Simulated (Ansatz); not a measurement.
# GeH5O (doublet): correlated methods under varied settings at distance O1–H3 along a hydrogen transfer = 1.273 Å

Aim: run GeH5O (doublet) at one geometry under a spread of methods and options, and see what each costs and gives.

Computed with Ansatz 0.2.0, Gaussian basis. Level: the settings change from run to run.

4 further runs of the same task are left out: 4 that didn't finish.

## Step 1: What is computed

The geometry derives from fragments relaxed apart (PBE0/def2-TZVP) and kept rigid, so it is no stationary point. A hydrogen atom is moved between rigid fragments. No spin-orbit coupling is included. The filled d shell of Ge may be among the frozen orbitals whatever the setting's name suggests; the logs give the count.

7 atoms, charge 0, spin multiplicity 2.

Atoms are counted from 1 here; the program's logs count them from 0.

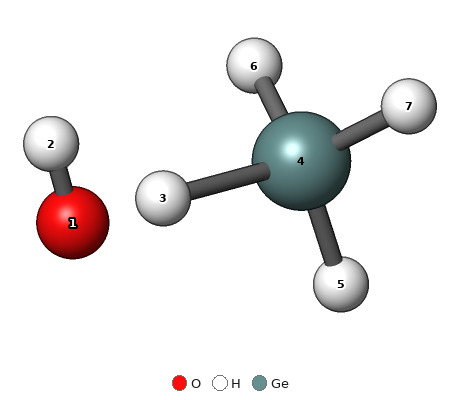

The structure; oxygen red, hydrogen white, germanium teal; atoms are numbered from 1 in the order of the file.

## Step 2: BCCD(T) on ROHF/STO-3G

File in.yaml:

```yaml
crystal:
  periodic: [false, false, false]
  atoms:
    - {symbol: O, position_ang: [-2.626909, -0.009969, -0.000001]}
    - {symbol: H, position_ang: [-2.876219, 0.916606, -0.000001]}
    - {symbol: H, position_ang: [-1.353909, -0.009969, -0.000001]}
    - {symbol: Ge, position_ang: [0.593091, -0.009969, 0.000000]}
    - {symbol: H, position_ang: [1.061758, -1.475884, 0.000000]}
    - {symbol: H, position_ang: [1.061760, 0.722988, -1.269519]}
    - {symbol: H, position_ang: [1.061759, 0.722988, 1.269520]}
basis:
  gaussian: {orbitals: STO-3G}
magnetization: {spin_polarized: false, initial_magnetization: 1}
correlation: {method: bccd_t, electrons: outside_noble_gas}
accuracy: high
```

Started as:

```console
$ ansatz run in.yaml --threads 1 --pin off --events-out ev --progress --plain --max-ram 2502MiB
```

The program printed (excerpt; [...] marks lines left out):

```text
Functional definition: HF
  name "HF"
  cite "Fock, Z. Phys. 61, 126 (1930) doi:10.1007/BF01340294"
  parent pbe
[...]
401 factors; integrals over basis functions are off by at most 4.6e-9 eV
[...]
mean field -57915.55665157 eV, -2128.3574503708 hartree, gradient 1.8e-8 eV, S^2 0.750000; 6 other end points of the search recorded, 0 dependent functions left out
[...]
determinant -57915.55665157 eV, -2128.3574503708 hartree, with singles and doubles -57919.03962021 eV, -2128.4854471077 hartree
determinant -57914.80449145 eV, -2128.3298089965 hartree, with singles and doubles -57917.59070117 eV, -2128.4322003152 hartree
15 core orbitals not correlated, not the lowest: weight in the atoms' cores, before any rotation towards them, 0.607 or more for the frozen orbitals, at most 0.374 for the correlated occupied ones
reference -57915.55665157 eV, -2128.3574503708 hartree; 8, 7 occupied and 5, 6 virtual orbitals, 401 factors
second order -2.20114038 eV of doubles, -0.18709127 eV of singles
cycle   1  -3.49400839 eV  change   -1.1e-2 eV  update   7.8e-3
[...]
cycle  21  -3.48506196 eV  change    1.1e-9 eV  update   1.3e-9
perturbative correction -0.02179023 eV, -0.0008007763 hartree
Total energy: -57919.06350376 eV, -2128.4863248119 hartree
```

Run time: 0.51 s. Hardware: 1 thread of AMD EPYC 9R45, shared host.

From the report: correlation -3.5069 eV; largest double amplitude 0.11.

## Step 3: HF/cc-pVDZ

in.yaml, as its differences from that of step 2:

```diff
@@ -11,5 +11,6 @@
 basis:
-  gaussian: {orbitals: STO-3G}
+  gaussian: {orbitals: cc-pVDZ}
 magnetization: {spin_polarized: false, initial_magnetization: 1}
-correlation: {method: bccd_t, electrons: outside_noble_gas}
+hamiltonian: {xc: hf}
 accuracy: high
+output: {orbitals: {seedname: orbitals}}
```

The command is unchanged.

The program printed:

```text
Functional definition: HF
  name "HF"
  cite "Fock, Z. Phys. 61, 126 (1930) doi:10.1007/BF01340294"
  parent pbe
  exchange = exact_x
  correlation = 0
1425 factors; integrals over basis functions are off by at most 1.0e-8 eV
mean field evaluation 1: about -58583.0853 eV, gradient 3.3e1 eV
mean field evaluation 2: about -58583.1092 eV, gradient 3.3e1 eV
mean field evaluation 4: about -58585.9232 eV, gradient 2.3e0 eV
mean field evaluation 8: about -58585.9591 eV, gradient 1.8e-1 eV
mean field evaluation 16: about -58585.9605 eV, gradient 2.2e-7 eV
mean field evaluation 32: about -58584.4364 eV, gradient 5.5e0 eV
mean field -58585.96046203 eV, -2152.9943359892 hartree, gradient 2.0e-8 eV, S^2 0.750000; 0 other end points of the search recorded, 0 dependent functions left out
reference -58585.96046203 eV, -2152.9943359892 hartree; 23, 22 occupied and 43, 44 virtual orbitals, 1425 factors
Total energy: -58585.96046203 eV, -2152.9943359892 hartree
```

It took 0.87 s on 1 thread of AMD EPYC 9R45, shared host.

## Step 4: BCCD(T)/STO-3G

in.yaml, as its differences from that of step 3:

```diff
@@ -11,6 +11,5 @@
 basis:
-  gaussian: {orbitals: cc-pVDZ}
+  gaussian: {orbitals: STO-3G}
 magnetization: {spin_polarized: false, initial_magnetization: 1}
-hamiltonian: {xc: hf}
-accuracy: high
-output: {orbitals: {seedname: orbitals}}
+hamiltonian: {xc: {name: PBE0}}
+correlation: {method: bccd_t, electrons: valence}
```

The command is unchanged.

The program printed (excerpt; [...] marks lines left out):

```text
Functional definition: PBE0
  name "PBE0"
  cite "Adamo & Barone, J. Chem. Phys. 110, 6158 (1999) doi:10.1063/1.478522"
  cite "Perdew, Burke & Ernzerhof, Phys. Rev. Lett. 77, 3865 (1996) doi:10.1103/PhysRevLett.77.3865"
  parent pbe
[...]
310 factors; integrals over basis functions are off by at most 3.7e-5 eV
[...]
mean field -57954.85122242 eV, -2129.8014992149 hartree, gradient 4.3e-6 eV, S^2 0.750000; 4 other end points of the search recorded, 0 dependent functions left out
[...]
10 core orbitals not correlated: weight in the atoms' cores, before any rotation towards them, 1.000 or more for the frozen orbitals, at most 0.000 for the correlated occupied ones
reference -57914.88738883 eV, -2128.3328554188 hartree; 13, 12 occupied and 5, 6 virtual orbitals, 310 factors
second order -2.46571818 eV of doubles, -0.60206790 eV of singles
cycle   1  -3.79635688 eV  change   -7.3e-1 eV  update   7.8e-2
[...]
cycle  11  -4.16237123 eV  change    1.5e-5 eV  update   1.6e-5
perturbative correction -0.02486953 eV, -0.0009139385 hartree
Total energy: -57919.07462959 eV, -2128.4867336786 hartree
```

It took 1 s on 1 thread of AMD EPYC 9R45, shared host.

From the report: correlation -4.1872 eV; largest double amplitude 0.11.

## Step 5: BCCD on ROHF/6-31G

in.yaml, as its differences from that of step 4:

```diff
@@ -11,5 +11,5 @@
 basis:
-  gaussian: {orbitals: STO-3G}
+  gaussian: {orbitals: 6-31G}
 magnetization: {spin_polarized: false, initial_magnetization: 1}
-hamiltonian: {xc: {name: PBE0}}
-correlation: {method: bccd_t, electrons: valence}
+hamiltonian: {pseudopotentials: {relativity: scalar}}
+correlation: {method: bccd, electrons: valence}
```

Launched as before.

The program printed (excerpt; [...] marks lines left out):

```text
Functional definition: HF
  name "HF"
  cite "Fock, Z. Phys. 61, 126 (1930) doi:10.1007/BF01340294"
  parent pbe
[...]
488 factors; integrals over basis functions are off by at most 4.1e-4 eV
[...]
mean field -59050.23987875 eV, -2170.0562898539 hartree, gradient 2.0e-6 eV, S^2 0.750000; 4 other end points of the search recorded, 0 dependent functions left out
[...]
determinant -59050.23987875 eV, -2170.0562898539 hartree, with singles and doubles -59060.30684688 eV, -2170.4262441089 hartree
determinant -59048.94186158 eV, -2170.0085886026 hartree, with singles and doubles -59058.11884229 eV, -2170.3458364234 hartree
10 core orbitals not correlated: weight in the atoms' cores, before any rotation towards them, 1.000 or more for the frozen orbitals, at most 0.000 for the correlated occupied ones
reference -59050.23987875 eV, -2170.0562898539 hartree; 13, 12 occupied and 25, 26 virtual orbitals, 488 factors
second order -9.64664698 eV of doubles, -0.09050196 eV of singles
cycle   1  -10.06191626 eV  change    5.1e-3 eV  update   9.1e-3
[...]
cycle   9  -10.05610536 eV  change   -1.7e-5 eV  update   1.2e-5
Total energy: -59060.29598411 eV, -2170.4258449097 hartree
Relativity: scalar
```

It took 1.7 s on 1 thread of AMD EPYC 9R45, shared host.

From the report: correlation -10.0561 eV; largest double amplitude 0.05.

## Step 6: CCSD on ROHF/6-31G*

in.yaml, as its differences from that of step 5:

```diff
@@ -11,5 +11,5 @@
 basis:
-  gaussian: {orbitals: 6-31G}
+  gaussian: {orbitals: "6-31G*"}
 magnetization: {spin_polarized: false, initial_magnetization: 1}
-hamiltonian: {pseudopotentials: {relativity: scalar}}
-correlation: {method: bccd, electrons: valence}
+correlation: {method: ccsd, electrons: outside_noble_gas}
+output: {forces: true}
```

Launched as before.

The program printed (excerpt; [...] marks lines left out):

```text
Functional definition: HF
  name "HF"
  cite "Fock, Z. Phys. 61, 126 (1930) doi:10.1007/BF01340294"
  parent pbe
[...]
595 factors; integrals over basis functions are off by at most 9.8e-4 eV
[...]
mean field -58578.46062367 eV, -2152.7187220131 hartree, gradient 3.7e-6 eV, S^2 0.750000; 4 other end points of the search recorded, 0 dependent functions left out
determinant -58578.46062367 eV, -2152.7187220131 hartree, with singles and doubles -58586.85236803 eV, -2153.0271129304 hartree
determinant -58577.07070206 eV, -2152.6676433360 hartree, with singles and doubles -58584.63846641 eV, -2152.9457535463 hartree
15 core orbitals not correlated: weight in the atoms' cores, before any rotation towards them, 1.000 or more for the frozen orbitals, at most 0.000 for the correlated occupied ones
reference -58578.46062367 eV, -2152.7187220131 hartree; 8, 7 occupied and 37, 38 virtual orbitals, 595 factors
second order -7.48902738 eV of doubles, -0.09653879 eV of singles
cycle   1  -8.39173486 eV  change    9.5e-6 eV  update   1.5e-3
[...]
cycle   9  -8.39203251 eV  change    1.5e-6 eV  update   9.7e-7
[...]
Total energy: -58586.85265617 eV, -2153.0271235194 hartree
Atom 0 at    -2.626909    -0.009969    -0.000001 Å, force     3.333072    -1.249454    -0.000000 eV/Å
Atom 1 at    -2.876219     0.916606    -0.000001 Å, force     0.167305     0.952045     0.000000 eV/Å
Atom 2 at    -1.353909    -0.009969    -0.000001 Å, force    -3.592130     0.275942     0.000000 eV/Å
Atom 3 at     0.593091    -0.009969     0.000000 Å, force    -0.001911    -0.001409    -0.000000 eV/Å
Atom 4 at     1.061758    -1.475884     0.000000 Å, force     0.013603    -0.259111    -0.000000 eV/Å
Atom 5 at     1.061760     0.722988    -1.269519 Å, force     0.040031     0.140993    -0.238971 eV/Å
Atom 6 at     1.061759     0.722988     1.269520 Å, force     0.040031     0.140993     0.238971 eV/Å
Dipole moment:     0.410584     0.320771    -0.000000 e Å
```

Wall time 3.4 s (1 thread of AMD EPYC 9R45, shared host).

From the report: correlation -8.3920 eV; T1 0.021; largest double amplitude 0.05.

## Step 7: MP2 on ROHF/cc-pVDZ

in.yaml, as its differences from that of step 6:

```diff
@@ -11,5 +11,5 @@
 basis:
-  gaussian: {orbitals: "6-31G*"}
+  gaussian: {orbitals: cc-pVDZ}
 magnetization: {spin_polarized: false, initial_magnetization: 1}
-correlation: {method: ccsd, electrons: outside_noble_gas}
-output: {forces: true}
+correlation: {method: mp2, electrons: outside_noble_gas}
+accuracy: high
```

The command is unchanged.

The program printed (excerpt; [...] marks lines left out):

```text
Functional definition: HF
  name "HF"
  cite "Fock, Z. Phys. 61, 126 (1930) doi:10.1007/BF01340294"
  parent pbe
[...]
1425 factors; integrals over basis functions are off by at most 1.0e-8 eV
[...]
mean field -58585.96046203 eV, -2152.9943359892 hartree, gradient 2.0e-8 eV, S^2 0.750000; 4 other end points of the search recorded, 0 dependent functions left out
[...]
15 core orbitals not correlated: weight in the atoms' cores, before any rotation towards them, 0.999 or more for the frozen orbitals, at most 0.000 for the correlated occupied ones
reference -58585.96046203 eV, -2152.9943359892 hartree; 8, 7 occupied and 43, 44 virtual orbitals, 1425 factors
second order -8.50160313 eV of doubles, -0.09649328 eV of singles
Total energy: -58594.55855843 eV, -2153.3103102041 hartree
```

It took 1.9 s on 1 thread of AMD EPYC 9R45, shared host.

## Step 8: CISD/cc-pVDZ

in.yaml, as its differences from that of step 7:

```diff
@@ -13,3 +13,3 @@
 magnetization: {spin_polarized: false, initial_magnetization: 1}
-correlation: {method: mp2, electrons: outside_noble_gas}
+correlation: {active_space: {ras: {orbitals: [7, 1, 43], electrons: 15, max_holes: 2, max_particles: 2}, fixed_orbitals: true}}
 accuracy: high
```

The command is unchanged.

The program printed:

```text
Functional definition: HF
  name "HF"
  cite "Fock, Z. Phys. 61, 126 (1930) doi:10.1007/BF01340294"
  parent pbe
  exchange = exact_x
  correlation = 0
1425 factors; integrals over basis functions are off by at most 1.0e-8 eV
mean field evaluation 1: about -58583.0853 eV, gradient 3.3e1 eV
mean field evaluation 2: about -58583.1092 eV, gradient 3.3e1 eV
mean field evaluation 4: about -58585.9232 eV, gradient 2.3e0 eV
mean field evaluation 8: about -58585.9591 eV, gradient 1.8e-1 eV
mean field evaluation 16: about -58585.9605 eV, gradient 2.2e-7 eV
mean field evaluation 32: about -58584.6645 eV, gradient 8.8e-1 eV
mean field -58585.96046203 eV, -2152.9943359892 hartree, gradient 2.0e-8 eV, S^2 0.750000; 4 other end points of the search recorded, 0 dependent functions left out
reference -58585.96046203 eV, -2152.9943359892 hartree; 23, 22 occupied and 43, 44 virtual orbitals, 1425 factors
state -58594.55461378 eV, -2153.3101652407 hartree
Total energy: -58594.55461378 eV, -2153.3101652407 hartree
```

Run time: 6 s. Hardware: 1 thread of AMD EPYC 9R45, shared host.

From the report: 119,667 determinants.

## Step 9: CCSD(T) on ROHF/def2-SVP

in.yaml, as its differences from that of step 8:

```diff
@@ -11,5 +11,7 @@
 basis:
-  gaussian: {orbitals: cc-pVDZ}
+  gaussian: {orbitals: def2-SVP}
 magnetization: {spin_polarized: false, initial_magnetization: 1}
-correlation: {active_space: {ras: {orbitals: [7, 1, 43], electrons: 15, max_holes: 2, max_particles: 2}, fixed_orbitals: true}}
+correlation: {method: ccsd_t, electrons: outside_noble_gas}
 accuracy: high
+scf: {lower_state_search: off}
+output: {forces: true}
```

Launched as before.

The program printed (excerpt; [...] marks lines left out):

```text
Functional definition: HF
  name "HF"
  cite "Fock, Z. Phys. 61, 126 (1930) doi:10.1007/BF01340294"
  parent pbe
[...]
1445 factors; integrals over basis functions are off by at most 2.1e-8 eV
[...]
mean field -58577.84559149 eV, -2152.6961199973 hartree, gradient 1.9e-8 eV, S^2 0.750000; 0 other end points of the search recorded, 0 dependent functions left out
15 core orbitals not correlated: weight in the atoms' cores, before any rotation towards them, 1.000 or more for the frozen orbitals, at most 0.000 for the correlated occupied ones
reference -58577.84559149 eV, -2152.6961199973 hartree; 8, 7 occupied and 48, 49 virtual orbitals, 1445 factors
second order -8.48859192 eV of doubles, -0.09498729 eV of singles
cycle   1  -9.07585284 eV  change   -4.9e-1 eV  update   7.7e-2
[...]
cycle  25  -9.47265810 eV  change  -3.1e-10 eV  update  9.5e-10
perturbative correction -0.20094776 eV, -0.0073846941 hartree
[...]
Total energy: -58587.51919735 eV, -2153.0516184558 hartree
Atom 0 at    -2.626909    -0.009969    -0.000001 Å, force     3.378330    -1.028576    -0.000000 eV/Å
Atom 1 at    -2.876219     0.916606    -0.000001 Å, force     0.313048     0.699972     0.000000 eV/Å
Atom 2 at    -1.353909    -0.009969    -0.000001 Å, force    -3.543089     0.292403    -0.000000 eV/Å
Atom 3 at     0.593091    -0.009969     0.000000 Å, force    -0.034566     0.018501     0.000000 eV/Å
Atom 4 at     1.061758    -1.475884     0.000000 Å, force    -0.052695    -0.017026     0.000000 eV/Å
Atom 5 at     1.061760     0.722988    -1.269519 Å, force    -0.030514     0.017362    -0.022462 eV/Å
Atom 6 at     1.061759     0.722988     1.269520 Å, force    -0.030514     0.017362     0.022462 eV/Å
Dipole moment:     0.353413     0.295952    -0.000000 e Å
Checks for a lower state left out: starts, cluster_reference, orbital_swaps, neighbouring_geometries, increment
```

Run time: 13 s. Hardware: 1 thread of AMD EPYC 9R45, shared host; peak memory 0.59 GiB.

From the report: correlation -9.6736 eV; T1 0.021; largest double amplitude 0.05.

## Step 10: The runs in one table

Where basis and cores are those of an earlier UCCSDT(Q)/cc-pVDZ run (-58595.7134 eV), and the state is the same kind, the miss against it is given.

```csv
level,correlated,functions,energy (eV),from UCCSDT(Q) (meV),time
BCCD(T) on ROHF/STO-3G,outside noble gas,28,-57919.0635,,0.51 s
HF/cc-pVDZ,,66,-58585.9605,9752.9,0.87 s
BCCD(T)/STO-3G (on PBE0 orbitals),valence,28,-57919.0746,,1 s
BCCD on ROHF/6-31G (relativity set),valence,48,-59060.2960,,1.7 s
CCSD on ROHF/6-31G*,outside noble gas,60,-58586.8527,,3.4 s
MP2 on ROHF/cc-pVDZ,outside noble gas,66,-58594.5586,1154.8,1.9 s
CISD/cc-pVDZ,outside noble gas,66,-58594.5546,1158.8,6 s
CCSD(T) on ROHF/def2-SVP,outside noble gas,71,-58587.5192,,13 s
```

## Step 11: What came out

| quantity | value |
| --- | --- |
| runs | 8 |
| quickest | BCCD(T) on ROHF/STO-3G, 0.51 s |
| slowest | CCSD(T) on ROHF/def2-SVP, 13 s |

What this shows: Total energies in different bases, with other cores or another treatment of relativity can't be set against each other. CCSD(T) on ROHF/def2-SVP took 26 times as long as BCCD(T) on ROHF/STO-3G; the jobs differ in more than the method. Among the correlated runs with a miss given, it spans +1155 to +1159 meV. Hartree-Fock, CASSCF and CASCI lack dynamic correlation by design.
